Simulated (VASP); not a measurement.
Energy against volume of KMgF3 (cubic perovskite). These are r2SCAN meta-GGA, VASP's PBE PAW potentials (set 64) (plane waves; VASP) values and carry that method's errors.

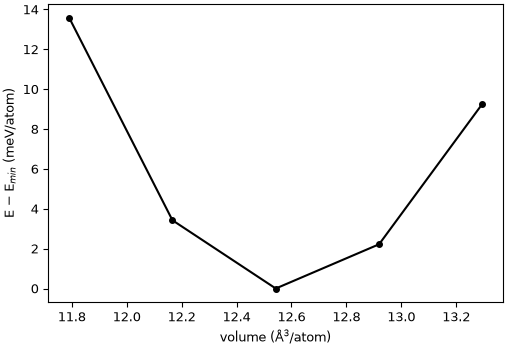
Fig. 1. Energy against volume

Problem. Estimate the equilibrium volume and the bulk modulus.

Solution. The minimum lies near 12.6 Å³/atom, and the curvature gives B0 of about 80 GPa.

The compound is KMgF3 in the cubic perovskite structure. It was relaxed first.
